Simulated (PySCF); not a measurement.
**(KOH)2 ring (H2K2O2): what the electrons do**

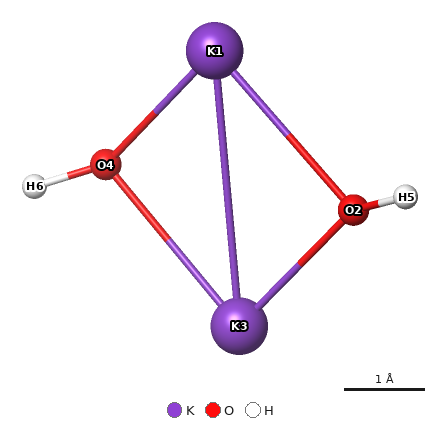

The molecule, with its atoms numbered as below. No frequency check shows the geometry to be a minimum.

Cartesian coordinates (Å):

```
K1      -1.7604    0.2380    0.0148
O2       0.5168    1.6690   -0.0620
K3       1.7604   -0.2380    0.0148
O4      -0.5168   -1.6690   -0.0620
H5       0.4094    2.5867    0.2151
H6      -0.4094   -2.5867    0.2151
```

### 1. Bonding charge

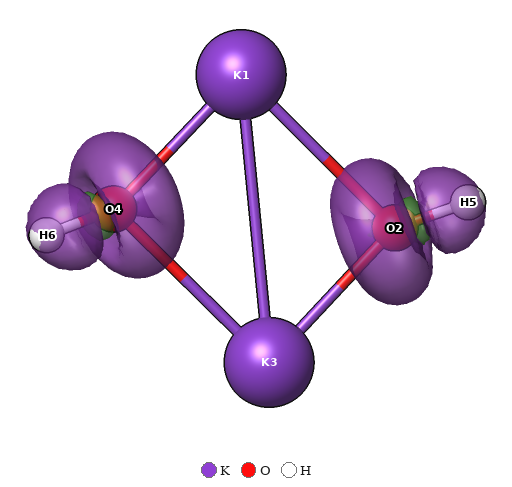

Deformation density (molecule less spherical, spin-averaged free atoms at the same positions), surfaces at ±0.1 e/Å³; purple: gain, green: loss.

Level of theory: PBE0/def2-SVP (PySCF), at a geometry from GFN2-xTB.

How much density has each bond gained at its critical point, relative to the free atoms?

Answer. O2–H5 and O4–H6: +0.77 e/Å³ at the bond critical point (bond length 0.96 Å, Mayer order 1.0). O2–K3 and K1–O4: 0.00 e/Å³ at the bond critical point (bond length 2.28 Å, Mayer order 0.4). In all, 1.7 electrons gather in the regions of gain relative to the promolecule. A small or negative value marks a very polar bond, one between electron-rich atoms, whose free-atom densities already overlap strongly, a long bond to a heavier atom, or a closed-shell contact such as a hydrogen bond.

### 2. Bond critical points

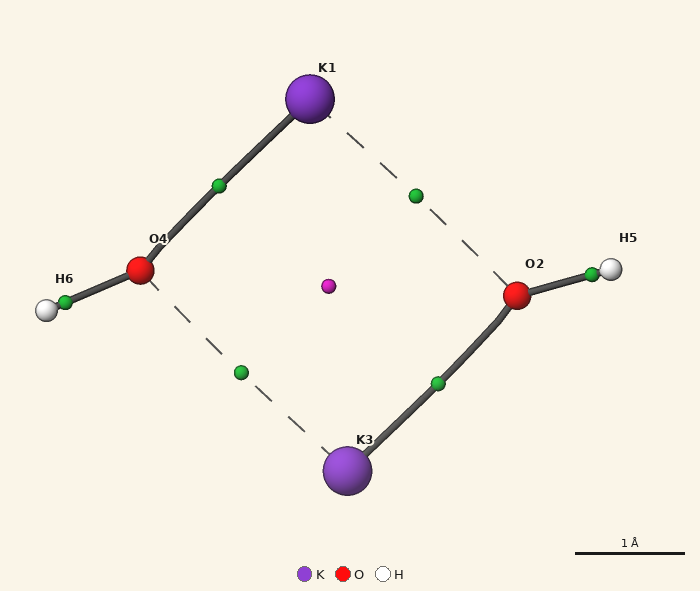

Molecular graph of the electron density (QTAIM): bond paths, bond critical points (green), ring points (magenta, if any); weak paths are dashed.

How many critical points of each kind are there, and does the count close?

Answer. 6 nuclei, 6 bond, 1 ring and 0 cage critical points: 6 − 6 + 1 − 0 = 1, as the Poincaré–Hopf relation requires.

Give the properties at the bond critical points.

Answer.
```tsv
bond	length (Å)	ρ (a.u.)	∇²ρ (a.u.)	ε	H (a.u.)
O2–H5 (2 alike)	0.965	0.351	−1.92	0.00	−0.566
O2–K3 (2 alike)	2.278	0.044	+0.26	0.07	+0.006
K1–O2 (2 alike)	2.691	0.021	+0.08	0.12	+0.002
```

What kind of interaction is K1–O2?

Answer. Closed-shell (ionic, hydrogen-bonded or van der Waals): ρ = 0.021, ∇²ρ = +0.08, H = +0.002 a.u.

Are there bond paths between atoms that aren't covalently bonded?

Answer. Yes: K1–O2 and K3–O4 (2.69 Å, ρ = 0.021).

### 3. Electrostatic potential

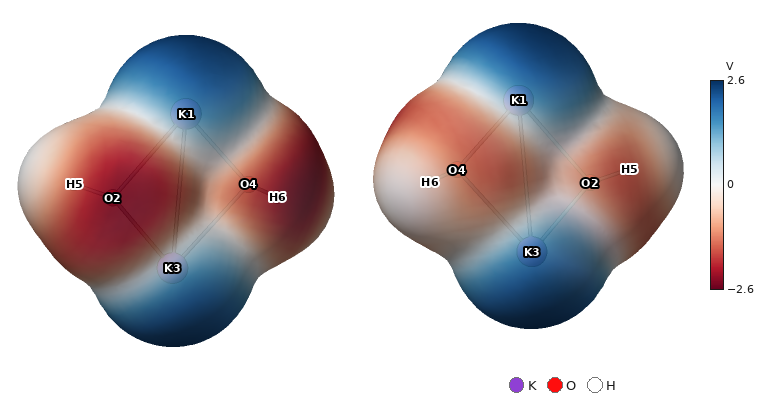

Electrostatic potential on the surface of electron density 0.001 a.u. (back view left, front view right).

Where are the extremes of the potential on the surface?

Answer. Highest: 2.55 V, 1.8 Å from K3. Further maxima include 0.06 V, 1.3 Å from H6, and at like points elsewhere. Lowest: −2.42 V, 1.8 Å from O2, and at like points elsewhere. Further minima include −1.60 V, off the O4–H6 bond (1.8 to 1.9 Å from its atoms), and at like points elsewhere. The surface is sampled at points, so like sites can differ by a few per cent and only the strongest of them is named.

### 4. In an electric field

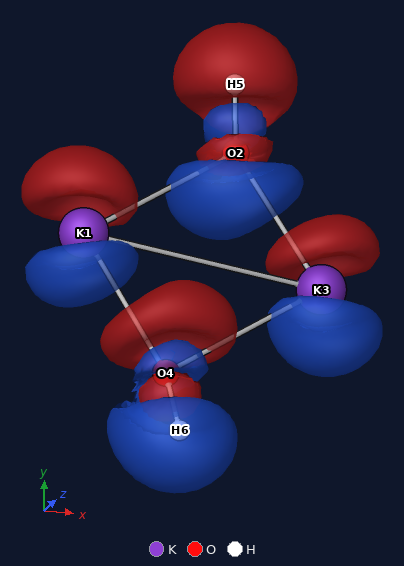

Change of the electron density in a uniform field of 0.26 V/Å, surfaces at ±0.002 e/Å³ (red: gain, blue: loss).

Level of theory: PBE0/def2-SVPD (PySCF), at a geometry from GFN2-xTB.

Along which Cartesian direction does the field point?

Answer. Along −y: electrons gather on the +y side, against the field.

What dipole is induced, and what polarisability does it imply?

Answer. The induced dipole is 0.59 D (along the field); α along this axis, from the fields in both directions, is 47 bohr³ (6.9 Å³).

Which atoms gain and lose the most charge?

Answer. Electrons gather most on H5 (Hirshfeld charge changes by −0.012 e) and leave H6 most (+0.012 e); 0.056 electrons are displaced in all.
